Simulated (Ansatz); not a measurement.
## LiCl (rock salt): scan of one atom of the cell

LiCl (rock salt)

```
LiCl
1.0
    0.00000     2.57520     2.57520
    2.57520     0.00000     2.57520
    2.57520     2.57520     0.00000
Cl Li
1 1
Direct
  0.00000   0.00000   0.00000
  0.50000   0.50000   0.50000
```

Scan: atom 1 (Cl, nearest neighbour Li at 2.575 Å; its periodic images, 3.6 Å or more away, move with it) is displaced along Cartesian [110], direction (0.707, 0.707, 0.000) in Cartesian axes, by s. The other atoms stay.

Calculation: PBE (plane waves to 420 eV, PAW, scalar-relativistic; Ansatz, a program for electronic structure). k mesh 9×9×9 (Γ-centred), Fermi-Dirac smearing 0.05 eV. E stands for the smeared free energy. Compression counts positive. LiCl was relaxed with its symmetry unable to fall. The zero of ΔE is the undisplaced structure.

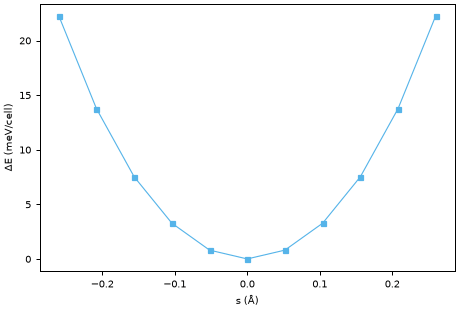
Figure. ΔE (meV/cell) against s (Å); one marker a computed point.

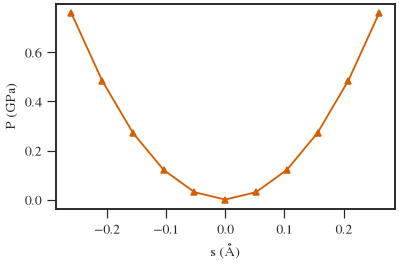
P (GPa) against s (Å); one marker a computed point.

The energy at s = 0.260 Å is 22.3 meV/cell and the force along the line at s = -0.260 Å is 0.188 eV/Å. Symmetry of the curve: even: the same for both signs. Harmonic estimate at the end of the scan: ½ks² = 20.1 meV/cell against the computed 22.3 meV/cell, so the well is stiffer than harmonic there. Shape of the curve: a single well with its minimum at or next to zero displacement.

With its periodic images moving along, the atom's site symmetry in this cell is m-3m.

(For displaced atoms, the force is minus the slope of the energy, and its curvature is a force constant, which sets phonon frequencies.)
